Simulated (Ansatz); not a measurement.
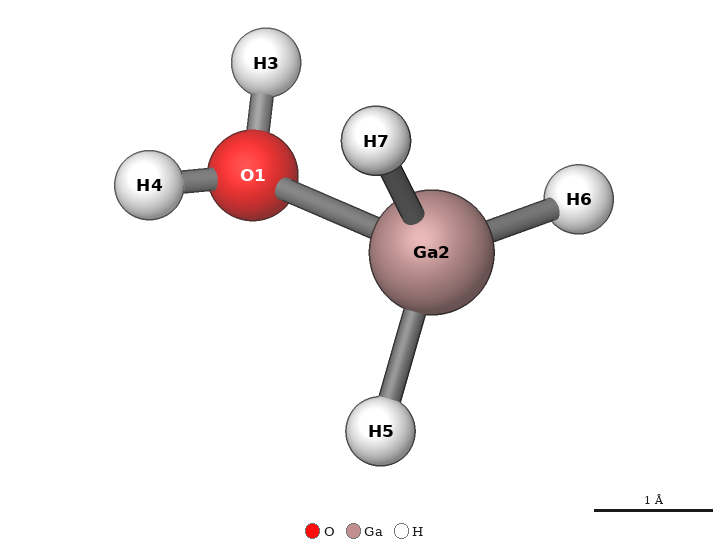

The computed structure is the end point of a PBE-D4/def2-SVP optimisation. No frequency run is at hand to confirm it as a minimum.

Question: Describe the coordination of atom 1.

Answer: O1 has 3 neighbours (Ga2 at 2.20, H3 at 0.98, H4 at 0.98 Å); the arrangement is trigonal pyramidal.
